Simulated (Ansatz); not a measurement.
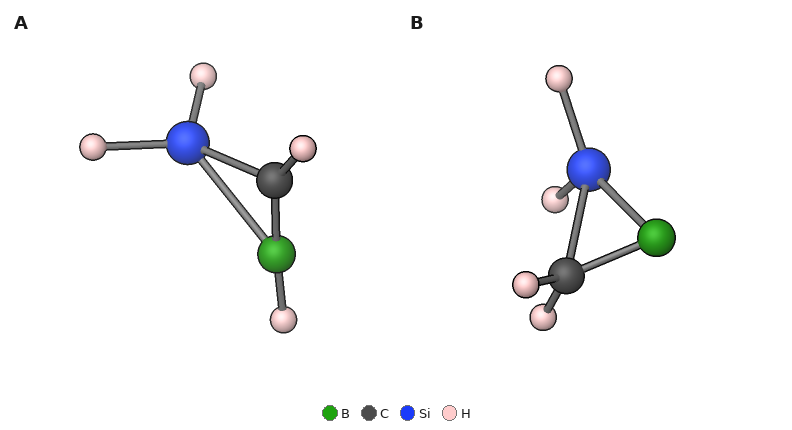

2 stationary structures of one formula. State: neutral, doublet. Geometries: PBE0-D4/def2-TZVP. Electronic energies: UHF-CCSD(T) (frozen core)/def2-TZVPP (Ansatz 0.2.0), without zero-point energy. No frequency run is at hand to confirm each as a minimum. Each is one conformer, not always the lowest.

Which structure is the most stable?

Answer. A is lowest (Cs); B lies 97.1 kJ/mol above it (C1).
